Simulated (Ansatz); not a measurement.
**C2H5NO (SMILES C=NCO): density, localisation and related maps**

```xyz
9

C    -1.5085   -0.1329    0.0960
N    -0.3799   -0.6017   -0.1988
C     0.7528    0.2898   -0.1847
O     1.8108   -0.2752    0.5310
H    -2.3810   -0.7852    0.0773
H    -1.6705    0.9167    0.3765
H     0.5326    1.2541    0.2926
H     1.0282    0.4720   -1.2341
H     1.9040   -1.1840    0.2273
```

Geometry: PBE0-D4/def2-TZVP.

These are results of RKS PBE0-D4/def2-TZVPP in Ansatz 0.2.0, not measurements.

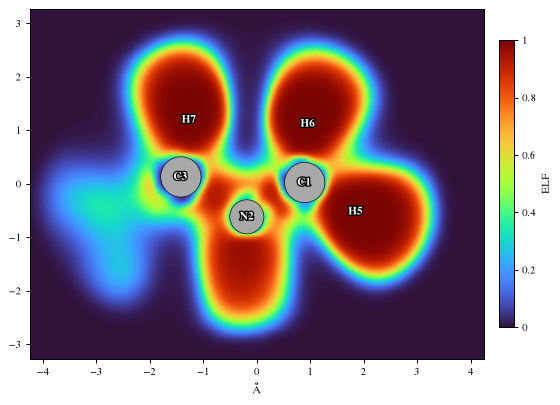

Figure 1. ELF on the plane of atoms C1, N2 and C3. Grey discs cover the atomic cores.

**Interpret the plot.**

- The plane passes through C, N and H nuclei.
- C–N (1.26 Å): the ELF peaks at about 0.90 between the atoms (a multiple bond).
- C–N (1.44 Å): the ELF peaks at about 0.90 between the atoms, as expected for localised, covalent bonding.
- C–H (1.09 Å): the ELF climbs to about 1 towards the hydrogen, as it does in any bond to H; a covalent bond by its length.
- The ELF also peaks beside N2, away from the bonds: lone-pair regions.

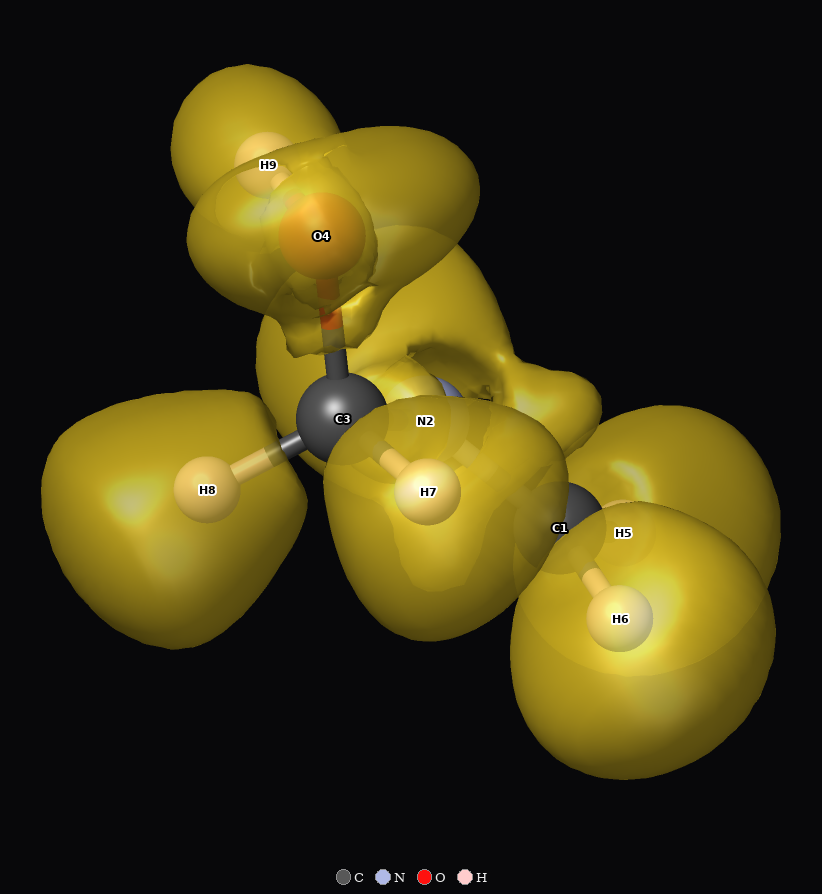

Figure 2. Isosurface of the electron localisation function at 0.75 (yellow), seen at an oblique angle. Only the valence region is drawn (cores and ρ < 0.01 e/Å³ removed).

**Where are the electrons localised?**

At this value the surface marks out four regions around hydrogen nuclei, one region on N in which the atom's valence shell and bonds are merged and one joined region spread over several atoms (H, O), in which their bonds and any lone pairs are merged. Along the contacts the grid gives the following. C–O (1.40 Å): the ELF peaks at about 0.90 between the atoms, as expected for a polar covalent bond.

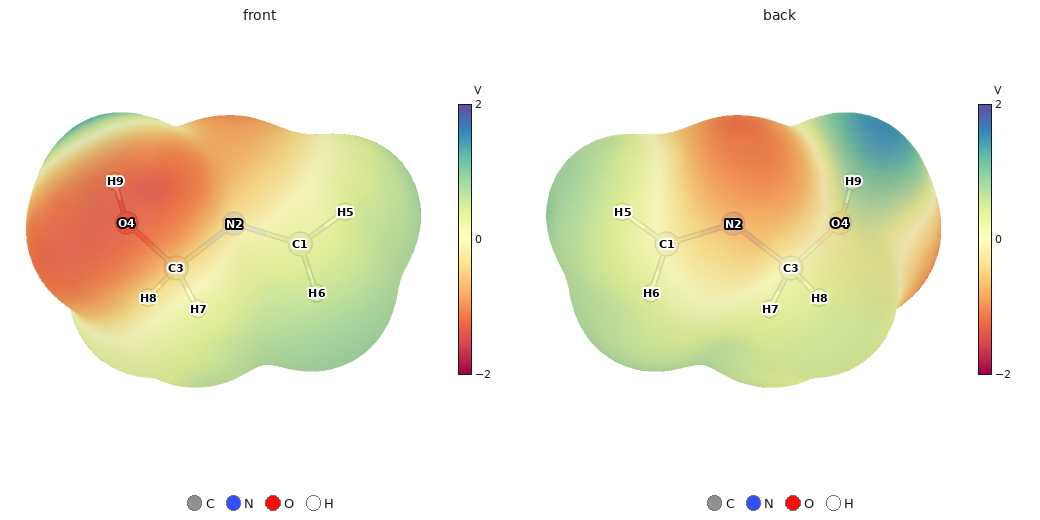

Figure 3. The electrostatic potential painted on the density surface at 0.001 e/bohr³, seen from the front and from behind; the colour scale runs from red (negative) to blue (positive).

**Describe the electrostatic potential map.**

The most negative region (about −1.4 V, or −32 kcal/mol for a unit charge) lies over O4, the most positive (about +1.5 V, or +35 kcal/mol for a unit charge) over H9. O4 is the likeliest acceptor of a hydrogen bond.

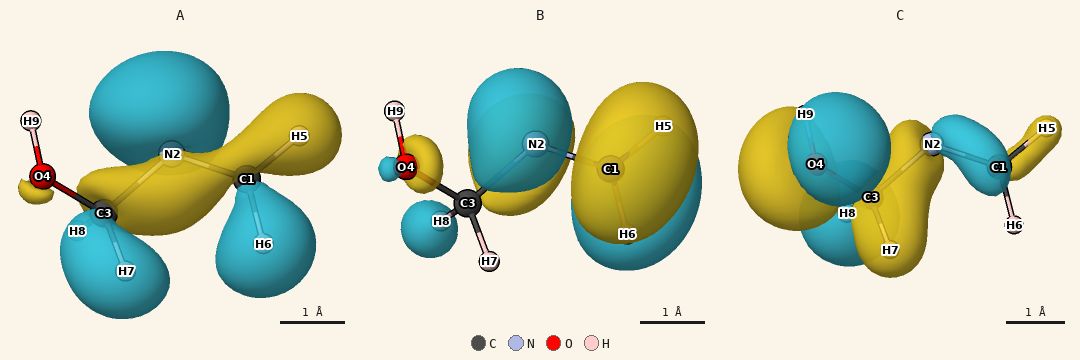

Figure 4. Three frontier orbitals at ±0.1 Å⁻³ᐟ² (yellow and cyan are the two phases), in no order.

**Order the three orbitals by energy and name them.**

C is the HOMO−1 (−8.13 eV). It lies mainly on O4 (about 60 %), C3 (about 15 %) and H8 (about 10 %). A is the HOMO (−7.74 eV). Its weight (Hirshfeld) is mainly on N2 (about 60 %), C1 (about 10 %), C3 (about 10 %) and H6 (about 5 %). B is the LUMO (−0.64 eV). Its weight (Hirshfeld) is mainly on C1 (about 45 %), N2 (about 35 %), H6 (about 5 %) and H5 (about 5 %); π-antibonding (π*) across C1–N2.

**What is the HOMO–LUMO gap?**

7.10 eV between the orbital energies.
